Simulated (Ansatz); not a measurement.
## Electronic structure of C2H10GeSi (SMILES C[SiH](C)[GeH3]) in real space

```yaml
atoms:
  - { symbol: C, position_ang: [-0.6524, 0.1771, 1.6486] }
  - { symbol: C, position_ang: [1.9276, 1.8898, 1.4319] }
  - { symbol: Ge, position_ang: [1.8815, -1.0879, -0.4160] }
  - { symbol: Si, position_ang: [1.2273, 0.1426, 1.5198] }
  - { symbol: H, position_ang: [-1.0955, 0.6650, 0.7664] }
  - { symbol: H, position_ang: [-1.0655, -0.8406, 1.7187] }
  - { symbol: H, position_ang: [-0.9695, 0.7363, 2.5432] }
  - { symbol: H, position_ang: [1.7931, -0.5577, 2.7192] }
  - { symbol: H, position_ang: [3.0266, 1.8758, 1.3750] }
  - { symbol: H, position_ang: [1.6396, 2.4682, 2.3242] }
  - { symbol: H, position_ang: [1.5469, 2.4194, 0.5446] }
  - { symbol: H, position_ang: [1.3561, -2.5380, -0.3766] }
  - { symbol: H, position_ang: [3.4161, -1.1493, -0.5628] }
  - { symbol: H, position_ang: [1.3217, -0.4291, -1.6961] }
```

Geometry: PBE0-D3(BJ)/def2-SVP.

Theory: Ansatz 0.2.0, isolated molecule in a Gaussian basis; Kohn-Sham density functional theory, functional PBE0.

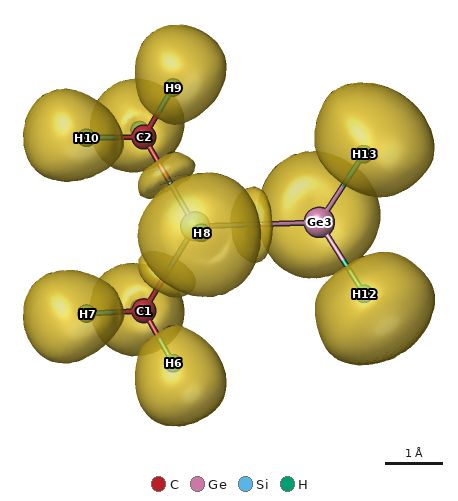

Figure 1. Isosurface of the electron localisation function at 0.85 (yellow), seen across its widest extent. Only the valence region is drawn (cores and ρ < 0.01 e/Å³ removed).

Describe the localisation domains.

Answer. At this value the surface marks out two regions between bonded C–Si atoms (shared pairs), one region between bonded Ge–Si atoms (shared pairs) and ten regions around hydrogen nuclei. Profiles from the grid: C–Si (1.88 Å): the ELF peaks at about 0.95 between the atoms; localised, covalent bonding. Si–Ge (2.39 Å): the ELF peaks at about 0.95 between the atoms; localised, covalent bonding.

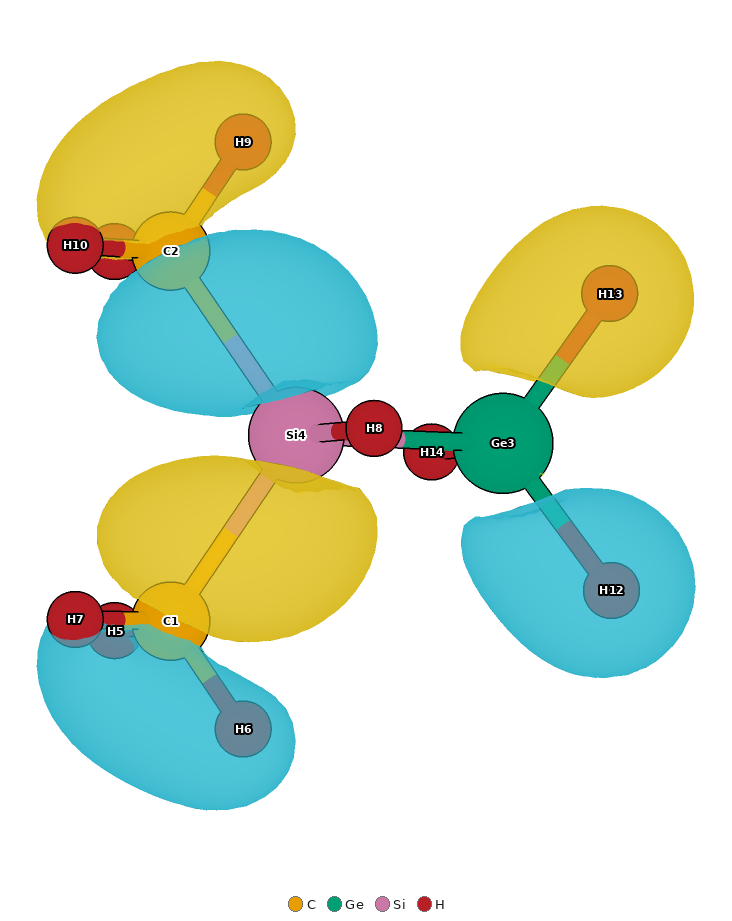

Figure 2. The HOMO−1 at ±0.1 Å⁻³ᐟ² (yellow and cyan are the two phases), seen at a tilt.

Describe this orbital and give its energy.

Answer. It lies mainly on C1 (about 20 %), C2 (about 20 %), Si4 (about 20 %), Ge3 (about 10 %), H13 (about 5 %) and H12 (about 5 %). Its energy is −8.86 eV.

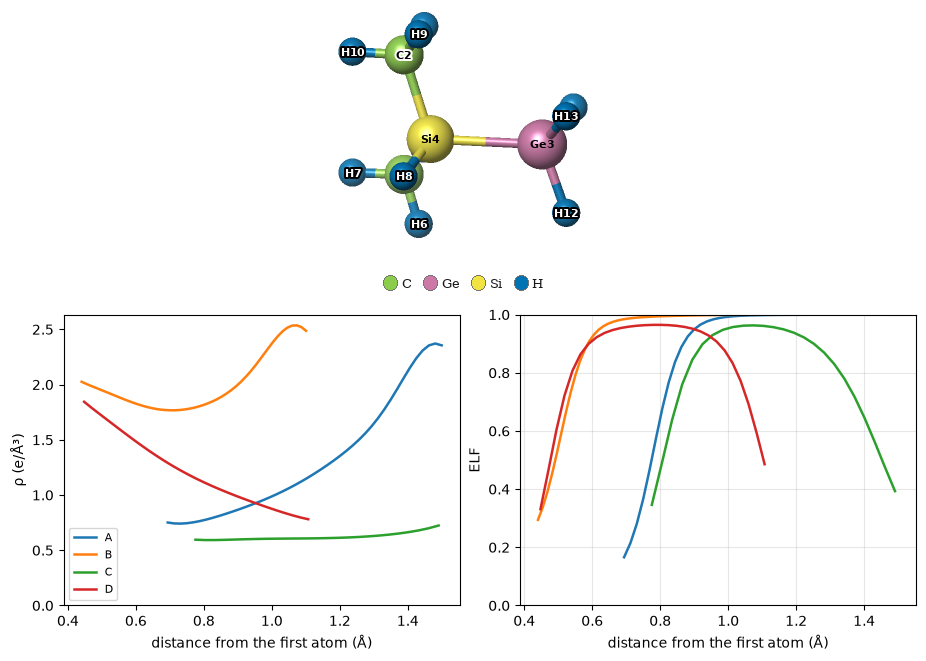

Figure 3. Electron density and electron localisation function along straight lines between neighbouring atoms. The curves leave out the atomic cores. The structure is drawn too.

Which curve belongs to which contact (C–H, C–Si, Si–Ge and Si–H)? The first atom named is at distance zero.

Answer. Curve A: Si–H (1.50 Å): ρ at the midpoint is about 0.74 e/Å³; the ELF climbs to about 1 towards the hydrogen, as it does in any bond to H. Curve B: C–H (1.10 Å): ρ is about 1.9 e/Å³ halfway; the ELF climbs to about 1 towards the hydrogen; a covalent bond by its length. Curve C: Si–Ge (2.39 Å): ρ is about 0.61 e/Å³ halfway; the ELF peaks at about 0.95 between the atoms; a covalent bond. Curve D: C–Si (1.88 Å): the density is about 0.94 e/Å³ at the midpoint; the ELF peaks at about 0.95 between the atoms: a shared electron pair.

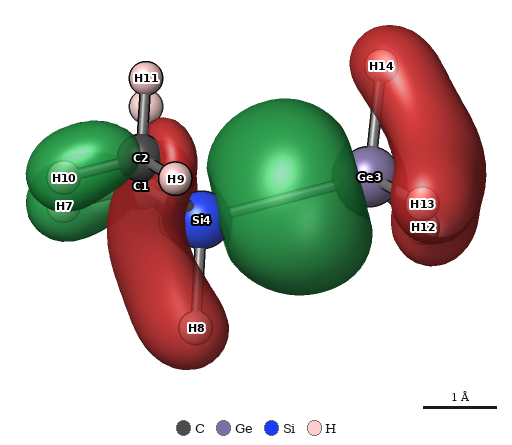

Figure 4. The HOMO at ±0.1 Å⁻³ᐟ² (green and red are the two phases), seen from one side.

Describe this orbital and give its energy.

Answer. By Hirshfeld shares it lies mainly on Ge3 (about 40 %) and Si4 (about 30 %). Its energy is −7.69 eV.
